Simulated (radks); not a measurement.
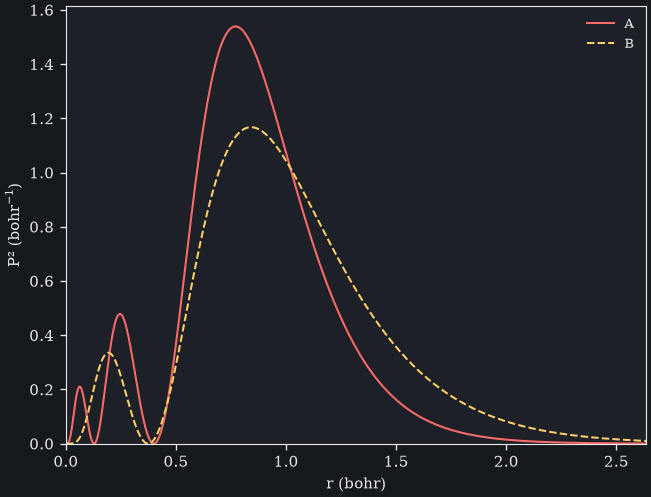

The antimony ion Sb³⁺; electrons: [Kr] 4d10 5s2. Computed with the in-house radial solver radks: Dirac Kohn-Sham, LDA (Slater exchange, Perdew-Wang correlation), spin-unpolarised, spherical densities, finite nucleus.

The plot shows the radial probability densities P² (large components) of 4d3/2 and 4p3/2.

Which curve belongs to which orbital?

Answer. A is 4p3/2; B is 4d3/2. 4p3/2: outer maximum at 0.770 bohr, ⟨r⟩ = 0.861 bohr, 2 nodes, eigenvalue −128.5 eV; 4d3/2: outer maximum at 0.841 bohr, ⟨r⟩ = 1.01 bohr, 1 node, eigenvalue −63.7 eV.
